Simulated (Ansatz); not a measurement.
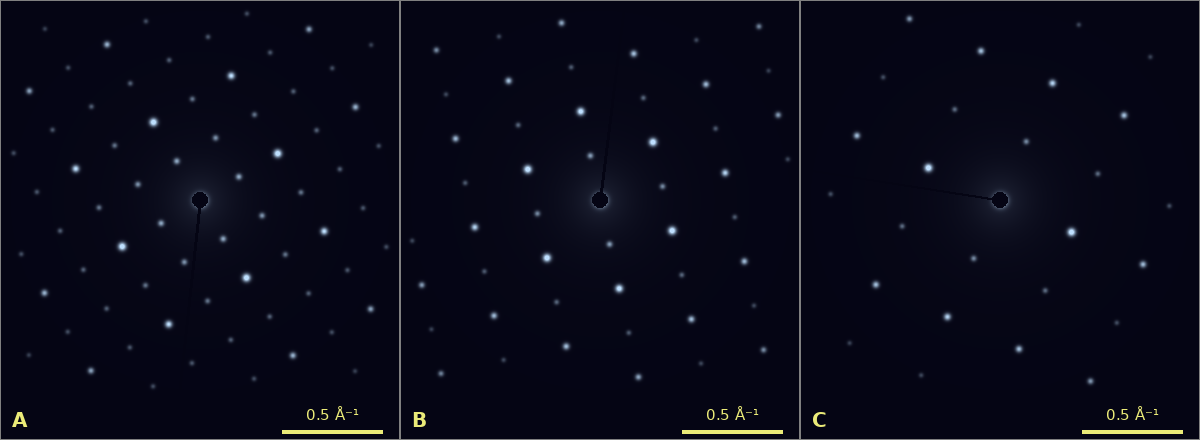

Computed electron diffraction patterns, 200 kV, single scattering only, B = 0.5 Å².

All three come from Sn3O, space group Pm-3m (No. 221), a = 4.416 Å. Structure: the geometry relaxed with DFT r2SCAN, scalar-relativistic, plane waves, PAW (Ansatz 0.2.0); the starting structure was generated, so it need not be a known form of this composition.

```json
{"atom": "Sn", "site": "3c", "symmetry": "4/mm.m", "x": "0.0000", "y": "0.5000", "z": "0.5000"}
{"atom": "O", "site": "1a", "symmetry": "m-3m", "x": "0.0000", "y": "0.0000", "z": "0.0000"}
```

### Assign the zone axes [001], [110], [211] to A, B and C.

A is [001]: square net of 1 0 0 at d = 4.42 Å and 0 1 0 at d = 4.42 Å, at 90.0°. B is [110]: rectangular net of 0 0 1 at d = 4.42 Å and 1 -1 0 at d = 3.12 Å, at 90.0°. C is [211]: rectangular net of 0 -1 1 at d = 3.12 Å and -1 1 1 at d = 2.55 Å, at 90.0°.
